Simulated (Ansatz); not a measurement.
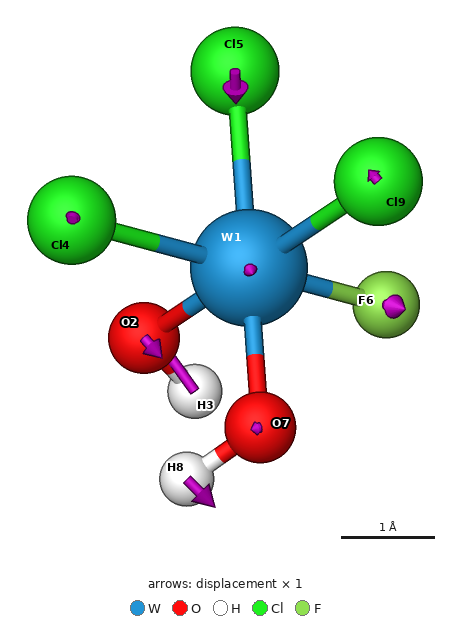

This is a relaxation of WH$_{2}$O$_{2}$Cl$_{3}$F. The starting structure is drawn; purple arrows show the displacements, at their true length. The two geometries are superimposed by the best rigid fit.

A ball-and-stick model, seen from a free direction.

The run prepares the start of a later molecular dynamics calculation, from a guessed geometry.

Computed with Ansatz, RKS revPBE-D4/def2-SVP. Set-up: no spin polarisation; force threshold 0.02 eV/Å; at most 40 steps.

Q: Which element moves most?

A: Hydrogen: up to 1.04 Å, against 0.47 Å for chlorine.

Q: Describe the change and its energy.

A: H3 moves most after the best rigid fit: 1.04 Å. By element the largest moves are H 1.04 Å, Cl 0.47 Å, F 0.36 Å, O 0.32 Å, W 0.13 Å. Near-neighbour distances that change, for instance: W1–O7 1.940 → 1.873 Å, W1–Cl9 2.390 → 2.323 Å, W1–Cl4 2.390 → 2.330 Å, W1–F6 1.850 → 1.896 Å. Among the angles between lasting bonds that change: W1–O7–H8 109.5° → 131.0°, Cl5–W1–O7 180.0° → 166.7°, W1–O2–H3 109.5° → 119.2°. Over 23 accepted moves (26 points after the start) the energy falls by 43.9 kJ/mol. The largest force component goes from 2.5 to 0.019 eV/Å. The line search rejected the trial steps at points 10, 14, 19 of the run.
